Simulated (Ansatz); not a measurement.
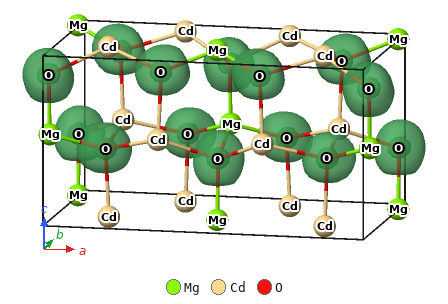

*MgCd2O3. Isosurface of the ELF at 0.7 (green), seen slightly off an axis. Only the valence region is drawn (cores and ρ < 0.01 e/Å³ removed). Sticks mark near contacts.*

Space group Cmc2₁; a generated structure, not necessarily the stable one; changed on purpose from its base cell (volume × 1.06, shape and atoms relaxed); computed pressure about −5 GPa in this cell.

Level of theory: DFT PBE, scalar-relativistic, plane waves, PAW (Ansatz 0.2.0).

Core electrons are frozen (PAW), and the valence fields are smoothed inside the atomic spheres.

The calculation's input:

```
crystal:
  lattice:
    - [5.4142883939, -3.1203337129, 0.0]
    - [5.4142883939, 3.1203337129, 0.0]
    - [0.0, 0.0, 5.6896482685]
  atoms:
    - { symbol: Mg, position: [0.8393819108, 0.1606180892, 0.0044932363] }
    - { symbol: Mg, position: [0.1606180892, 0.8393819108, 0.5044932363] }
    - { symbol: Cd, position: [0.5090020525, 0.1652919177, 0.4973640188] }
    - { symbol: Cd, position: [0.8347080823, 0.4909979475, 0.4973640188] }
    - { symbol: Cd, position: [0.4909979475, 0.8347080823, 0.9973640188] }
    - { symbol: Cd, position: [0.1652919177, 0.5090020525, 0.9973640188] }
    - { symbol: O, position: [0.5256030352, 0.1670674101, 0.8997898605] }
    - { symbol: O, position: [0.8329325899, 0.4743969648, 0.8997898605] }
    - { symbol: O, position: [0.8626025915, 0.1373974085, 0.3611990053] }
    - { symbol: O, position: [0.1670674101, 0.5256030352, 0.3997898605] }
    - { symbol: O, position: [0.4743969648, 0.8329325899, 0.3997898605] }
    - { symbol: O, position: [0.1373974085, 0.8626025915, 0.8611990053] }
basis:
  ecutwfc: 420
kpoints:
  mp_grid: { grid: [6, 6, 6] }
hamiltonian:
  xc: pbe
scf:
  occupations: { method: gaussian, width: 0.02 }
output:
  forces: true
  stress: true
  eigenvalues: true
  write_density: true
  write_potential: true
  elf: true
  volumetric_format: npy
relax:
  adjacent_minimum: "off"
  f_tol: 0.01
  max_steps: 30
  cell: { stress_tol: 0.1, fix: [volume] }
```

Launched as:

```sh
ansatz run input.yaml --threads 1 --pin off --max-ram 2560MiB --backend cpu --events-out ev --progress --plain --runs-dir out
```

Below, planes, directions and counts refer to the conventional cell (a = 10.81 Å, b = 6.23 Å, c = 5.70 Å, α = 90.00°, β = 90.00°, γ = 90.00°).

The fields are those of the run's last geometry, not of the input's.

Identify the bonds, lone pairs and shells in this picture.

Answer. At this value the surface marks out twelve regions wrapped around O (the valence shell of each), counted in one cell of 24 atoms. Any copies at cell faces, edges or corners count once. Profiles from the grid: Mg–O (2.03 Å): the ELF peaks at about 0.85 in the valence shell of O, 0.7 Å from its nucleus, and is about 0.35 at the midpoint: an ionic contact with no shared pair. Cd–O (2.26 Å): the ELF peaks at about 0.85 in the valence shell of O, 0.6 Å from its nucleus, and drops to about 0.10 between the two atoms; no shared electron pair shows on this line.
